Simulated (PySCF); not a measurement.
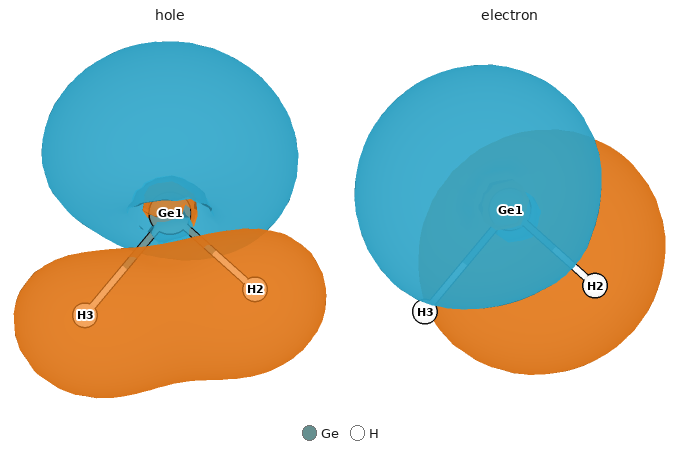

*GeH₂. Leading natural transition orbital pair of S₁ (CIS singlet states); the surfaces enclose about 78 % of each orbital's density.*

PySCF calculation, HF/def2-SVPD, gas phase; geometry: GFN2-xTB. No frequency check shows the geometry to be a minimum. GFN2-xTB bond lengths at metals and heavier atoms can be off by up to 0.1 Å and shapes distorted, which carries into these values.

The calculation's input:

```python
import numpy as np
from pyscf import gto, scf, dft, tdscf
from pyscf.scf import atom_ks, atom_hf
from scipy.linalg import block_diag

def solve(mol, dm0=None, hcore=None):
    mf = scf.UHF(mol) if mol.spin else scf.RHF(mol)
    mf = mf.density_fit(auxbasis='def2-universal-jkfit')
    mf.conv_tol, mf.max_cycle = 1e-8, 80
    if hcore is not None:
        mf.get_hcore = lambda *args: hcore
    mf.kernel(dm0)
    if not mf.converged:
        mf = mf.newton().run(mf.mo_coeff, mf.mo_occ, max_cycle=30)
    assert mf.converged, 'SCF not converged'
    return mf

mol = gto.M(atom='''
Ge    -0.06891    -0.00031     0.00000
H      1.09739     1.10623     0.00000
H      1.10788    -1.09637     0.00000
''', basis='def2-svpd', charge=0, spin=0, verbose=4)
mf = solve(mol)
td = mf.TDA()
td.nstates, td.singlet, td.conv_tol = 4, True, 1e-5
td.kernel()
td.analyze()
x, y = np.array([p[0] for p in td.xy]), np.array([p[1] + 0 * p[0] for p in td.xy])
f, mu = td.oscillator_strength(), td.transition_dipole()
nto = [td.get_nto(state=i + 1, verbose=4) for i in range(len(td.e))]
# spherically averaged free atoms, for the promolecule
atm = scf.atom_hf.get_atm_nrhf(mol)
pro = block_diag(*[(atm[a[0]][2] * atm[a[0]][3]) @ atm[a[0]][2].T for a in mol._atom])
np.savez('result.npz', e=td.e, f=f, ok=td.converged, w=[n[0] for n in nto], nto=[n[1] for n in nto], x=x, y=y, c=mf.mo_coeff, occ=mf.mo_occ, eps=mf.mo_energy, pro=pro, mu=mu)
```

Run with:

```sh
OMP_NUM_THREADS=1 python input.py
```

The run took 3.7 s on 1 thread of Arm Neoverse V2, with other jobs on the host, peak memory 0.18 GiB.

**Where does the state lie, and where do hole and electron sit?**

2.80 eV (442 nm), f = 0.028, partly diffuse acceptor orbital; the leading pair carries 100 %; hole on Ge1 (75 %) and H2 and H3 (12 % each), electron on Ge1 (90 %) (atom shares of so diffuse an orbital are rough); their centroids lie 0.2 Å apart. In canonical orbitals it is mainly HOMO → LUMO (98 %). The HOMO–LUMO gap is 9.53 eV.
